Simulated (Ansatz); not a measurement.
The starting structures come from a database of crystals and need not be the phases stable at ambient conditions.

 Where the default PAW files enter, the runs use the earlier of Ansatz's two default sets.

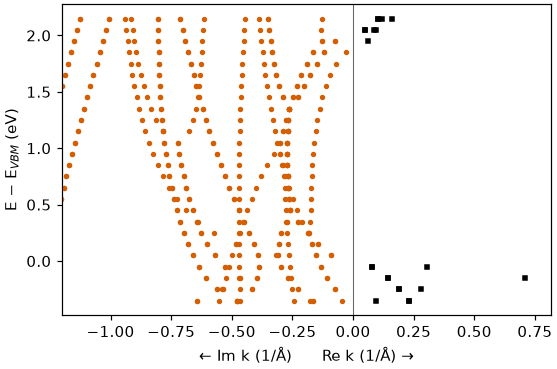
Fig. 1. Complex bands at the centre of the two-dimensional zone; PBEsol run with Ansatz (a program for electronic structure)

The gap is the functional's own. No spin-orbit coupling. Mid-gap values are interpolated on the energy grid.

### Question
This is Ge₃N₄ (Fd-3m, not sure to be the ambient phase, 14 atoms a cell, 10.3 Å³ an atom, -6 GPa at this level) along the normal of (001). Read off the slowest decay at the centre of the two-dimensional zone at 0.95 eV, the computed energy nearest the middle of the gap.

### Answer
κ ≈ 0.16 1/Å, a decay length 1/(2κ) of the density of 3.0 Å.
